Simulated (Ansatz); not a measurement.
# PtS2 (CdI2 type): scan of one atom of the cell

PtS2 (CdI2 type)

```
CELL_PARAMETERS angstrom
      3.55249     0.00000     0.00000
     -1.77625     3.07655     0.00000
      0.00000     0.00000     5.12751
ATOMIC_POSITIONS crystal
  Pt 0.00000 0.00000 0.00000
  S  0.33333 0.66667 0.23909
  S  0.66667 0.33333 0.76091
```

In this cell atom 2 (S, nearest neighbour Pt at 2.389 Å; its periodic images, 3.6 Å or more away, move with it) is moved by s towards the nearest neighbour, unit vector (-0.743, 0.429, -0.513); all other atoms and the cell stay fixed.

All values below come from r2SCAN+rVV10 (plane waves to 500 eV, PAW, scalar-relativistic; Ansatz, a quantum-chemistry and plane-wave program). k mesh 9×9×5 (Γ-centred), Fermi-Dirac smearing 0.05 eV. Energies are smeared free energies. As the smearing reaches across the gap at some points, energies and forces of such displacements shift with the k mesh and the smearing. F∥ is the force on the atom along that direction. PtS2 is run without spin polarisation. PtS2 was relaxed with its symmetry unable to fall. Spin-orbit coupling is left out, though Pt is heavy. The PAW data are Ansatz's earlier set. The zero of ΔE is the undisplaced structure.

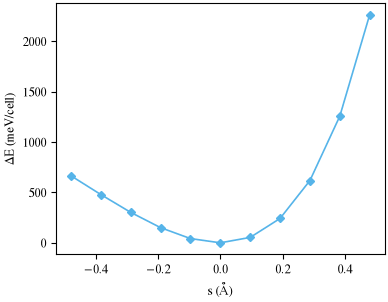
Fig. 1. ΔE (meV/cell) against s (Å); one marker a computed point.

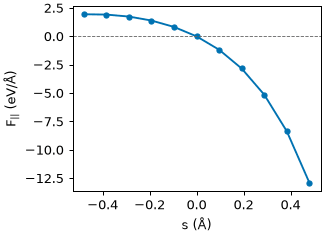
Figure: F∥ (eV/Å) against s (Å); markers are the computed points, lines only join them.

The force along the line at s = -0.480 Å comes out as 1.94 eV/Å. The energy at s = 0.480 Å is 2264 meV/cell and the force constant k = d²E/ds² at s = 0 (finite differences) is 10.3 eV/Å². Shape of the curve: a single well with its minimum at or next to zero displacement. Harmonic estimate at the end of the scan: ½ks² = 1185 meV/cell against the computed 2264 meV/cell, so the well is stiffer than harmonic there.

The forces along the line at the two nearest points give (0.829 − (-1.180)) / (2·0.096) = 10.46 eV/Å²; the next pair corrects for the finite step.

(For displaced atoms, the force is minus the slope of the energy, and its curvature is a force constant, which sets phonon frequencies.)
